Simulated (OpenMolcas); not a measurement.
**B86PBE/ANO-R2 (DKH3, RICD fitting) run of PbTe (SMILES [Te][Pb])**

Aim: the energy change on altering one bond length of PbTe at B86PBE/ANO-R2 (DKH3, RICD fitting), from 2 runs. 

The results are computed with OpenMolcas 26.06.

### 1 The molecule

PbTe has 2 atoms, charge 0, and is taken as a singlet. As SMILES, `[Te][Pb]`. The shape comes from GFN2-xTB, which is rough for such elements, and wasn't checked as a minimum.

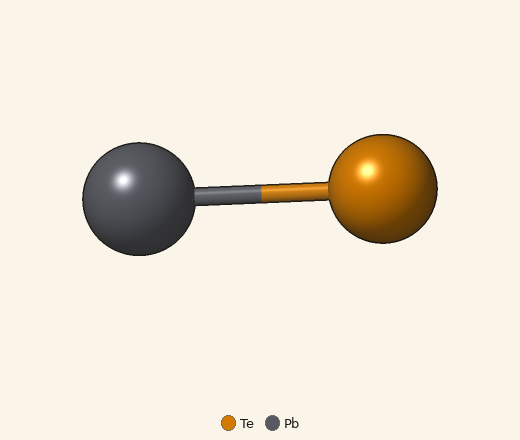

Viewed from a chosen angle; tellurium orange, lead dark grey.

### 2 Energy and forces at B86PBE/ANO-R2 (DKH3, RICD fitting)

coord.xyz

```xyz
2

Te     0.000000     0.000000     0.000000
Pb     0.000000     0.000000     2.571910
```

job.input

```
>>> EXPORT MOLCAS_PRINT=2
&GATEWAY
COORD=coord.xyz
BASIS=ANO-R2
GROUP=NoSym
RICD
&SEWARD
RELATIVISTIC=R03O02
EXPERT
&SCF
KSDFT=B86PBE
PRORBITALS=1 1
&ALASKA
```

Launch:

```
export MOLCAS_MEM=1860
pymolcas job.input > job.log
```

The log of the run:

```text
--- Start Module: gateway ---
[...]
--- Stop Module: gateway /rc=_RC_ALL_IS_WELL_ ---
[...]
 ###    WARNING:  EXPERT option is ON!                                       ###
 ###############################################################################
               SEWARD will generate:
[...]
      Basis functions          152
[...]
--- Start Module: scf ---
[...]
       Convergence after  15 Iterations
[...]
::    Total KS-DFT energy                          -27681.6104709274
[...]
      Total spin, S                                     0.0000000000
[...]
      Total electronic charge=  134.000000
      Total            charge=   -0.000000
[...]
      Dipole Moment (debye):
      Origin of the operator (angstrom)=    0.0000    0.0000    1.5831
                   X= -8.9222E-10               Y=  6.4245E-12               Z=  2.9204E+00           Total=  2.9204E+00
      Quadrupole Moment (debye*angstrom):
[...]
--- Stop Module: scf /rc=_RC_ALL_IS_WELL_ ---
[...]
--- Start Module: alaska ---
[...]
 *              Molecular gradients               *
 **************************************************
  Irreducible representation: a
 ------------------------------------------------------------------------------------------
                              X                       Y                       Z
 ------------------------------------------------------------------------------------------
  TE1              -3.91889208186796E-12   -3.57385056750867E-13    1.83667532636207E-02
  PB2               3.91889289501421E-12    3.57382563085741E-13   -1.83667532633365E-02
 ------------------------------------------------------------------------------------------
--- Stop Module: alaska /rc=_RC_ALL_IS_WELL_ ---
[...]
```

Run time: 1.7 min. Hardware: 1 thread of Arm Neoverse V2, shared host; peak memory 0.51 GiB.

### 3 The distorted shape, same level

coord.xyz

```xyz
2

Te     0.000000     0.000000    -1.285990
Pb     0.000000     0.000000     2.571910
```

job.inp

```
* PbTe Kohn-Sham DFT
&GATEWAY
COORD = coord.xyz
BASIS = ANO-R2
GROUP = NoSym
RICD
&SEWARD
RELATIVISTIC = R03O02
EXPERT
&SCF
KSDFT = B86PBE
PRORBITALS = 1 1
&ALASKA
```

Launch:

```
export MOLCAS_MEM=1860
pymolcas job.inp > job.log
```

The log of the run:

```text
--- Start Module: gateway ---
[...]
--- Stop Module: gateway /rc=_RC_ALL_IS_WELL_ ---
[...]
 ###    WARNING:  EXPERT option is ON!                                       ###
 ###############################################################################
               SEWARD will generate:
[...]
      Basis functions          152
[...]
--- Start Module: scf ---
[...]
       Convergence after  38 Iterations
[...]
::    Total KS-DFT energy                          -27681.5110186170
[...]
      Total spin, S                                     0.0000000000
[...]
      Total electronic charge=  134.000000
      Total            charge=   -0.000000
[...]
      Dipole Moment (debye):
      Origin of the operator (angstrom)=    0.0000    0.0000    1.0887
                   X=  6.7810E-10               Y= -1.4981E-11               Z=  5.9889E+00           Total=  5.9889E+00
      Quadrupole Moment (debye*angstrom):
[...]
--- Stop Module: scf /rc=_RC_ALL_IS_WELL_ ---
[...]
--- Start Module: alaska ---
[...]
 *              Molecular gradients               *
 **************************************************
  Irreducible representation: a
 ------------------------------------------------------------------------------------------
                              X                       Y                       Z
 ------------------------------------------------------------------------------------------
  TE1              -9.16888946760991E-13    2.64730781492835E-14   -4.09486661009595E-02
  PB2               9.16888586884278E-13   -2.64727749114311E-14    4.09486661006611E-02
 ------------------------------------------------------------------------------------------
--- Stop Module: alaska /rc=_RC_ALL_IS_WELL_ ---
[...]
```

Run time: 1.8 min. Hardware: 1 thread of Arm Neoverse V2, shared host; peak memory 0.51 GiB.

### 4 Outcome

Level: B86PBE/ANO-R2 (DKH3, RICD fitting).

| quantity | value |
| --- | --- |
| first shape: total energy | -27681.61047 Eh |
| first shape: dipole moment | 2.92 D |
| first shape: HOMO energy | -5.63 eV |
| first shape: LUMO energy | -3.13 eV |
| first shape: HOMO–LUMO gap | 2.50 eV |
| first shape: largest force on an atom | 0.944 eV/Å |
| distorted shape: total energy | -27681.51102 Eh |
| distorted shape: dipole moment | 5.99 D |
| distorted shape: HOMO energy | -4.74 eV |
| distorted shape: LUMO energy | -4.26 eV |
| distorted shape: HOMO–LUMO gap | 0.49 eV |
| distorted shape: largest force on an atom | 2.106 eV/Å |
| energy change with the Te1–Pb2 bond stretched from 2.572 to 3.858 Å | 2.706 eV |

With the Te1–Pb2 bond stretched from 2.572 to 3.858 Å the energy rises by 2.71 eV (62 kcal/mol). The first shape isn't relaxed at this level, so the change isn't measured from a minimum. A restricted reference can't describe the breaking bond well at this length. The largest force (first shape) is 0.94 eV/Å: the shape isn't a stationary point for this species at this level.
